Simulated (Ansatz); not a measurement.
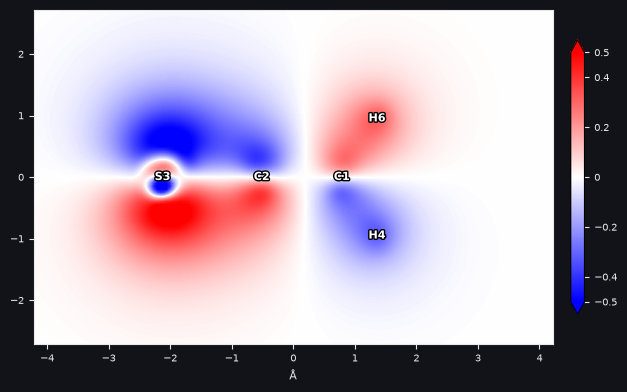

C2H3S (SMILES C=C=[SH+]) (charge +1). The HOMO−1 on the plane of atoms H4, C1 and H6 (values in Å⁻³ᐟ²; the overall sign is arbitrary).

Geometry: BLYP-D3(BJ)/def2-SVP.

Method: Ansatz 0.2.0, isolated molecule in a Gaussian basis; Kohn-Sham density functional theory, functional PBE0.

```xyz
6

C     0.3732    0.6113    0.8420
C     0.3270   -0.4803    0.1362
S     0.1618   -1.9047   -0.6111
H     1.1607    0.7626    1.6094
H     0.9502   -1.6388   -1.7184
H    -0.3637    1.4261    0.6837
```

### Where does this orbital lie, and at what energy?

It lies mainly on S3 (about 65 %), C2 (about 20 %) and C1 (about 5 %). Its energy is −15.84 eV.
